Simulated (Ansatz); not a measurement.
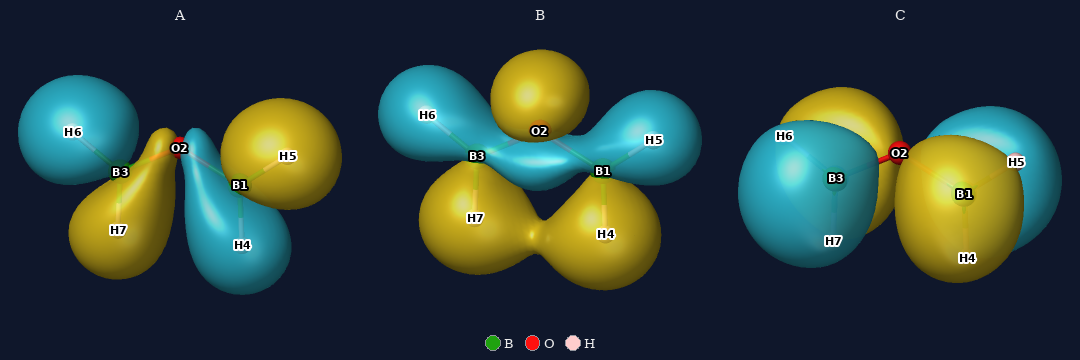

Figure. B2H4O. Three frontier orbitals at ±0.08 Å⁻³ᐟ² (yellow and cyan are the two phases), in no order.

All numbers below come from Ansatz 0.2.0, RKS B3LYP/def2-TZVP.

Input file:

```
crystal:
  periodic: [false, false, false]
  atoms:
    - { symbol: B, position_ang: [-1.0032, 0.1066, -0.4828] }
    - { symbol: O, position_ang: [-0.4567, -0.519, 0.6599] }
    - { symbol: B, position_ang: [0.9459, -0.2285, 0.56] }
    - { symbol: H, position_ang: [-1.1198, -0.4249, -1.5146] }
    - { symbol: H, position_ang: [-1.4619, 1.2479, -0.4117] }
    - { symbol: H, position_ang: [1.43, 0.727, 1.1276] }
    - { symbol: H, position_ang: [1.727, -0.9773, 0.016] }
basis:
  gaussian: { orbitals: def2-TZVP }
hamiltonian:
  xc: b3lyp
relax:
  f_tol: 0.02
  max_steps: 50
output:
  orbitals: {}
```

Launched as:

```sh
ansatz run input.yaml --threads 2 --pin off --max-ram 3072MiB --backend cpu --events-out ev --progress --plain --runs-dir out
```

The fields are those of the relaxed geometry.

Order the three orbitals by energy and name them.

Answer. A is the HOMO−1 (−9.41 eV). By Hirshfeld shares it lies mainly on B1 (about 20 %), B3 (about 20 %), H6 (about 15 %), H5 (about 15 %), H7 (about 10 %) and H4 (about 10 %); it is symmetric in the molecular plane (an in-plane orbital: σ, lone-pair or in-plane π type). B is the HOMO (−8.43 eV). Its weight (Hirshfeld) is mainly on O2 (about 35 %), B1 (about 15 %), B3 (about 15 %), H4 (about 10 %), H7 (about 10 %), H5 (about 5 %) and H6 (about 5 %); it is symmetric in the molecular plane (an in-plane orbital: σ, lone-pair or in-plane π type). C is the LUMO (−1.84 eV). Its weight (Hirshfeld) is mainly on B1 (about 40 %), B3 (about 40 %) and O2 (about 5 %); it changes sign across the molecular plane (π type).

What is the HOMO–LUMO gap?

Answer. 6.59 eV between the orbital energies.
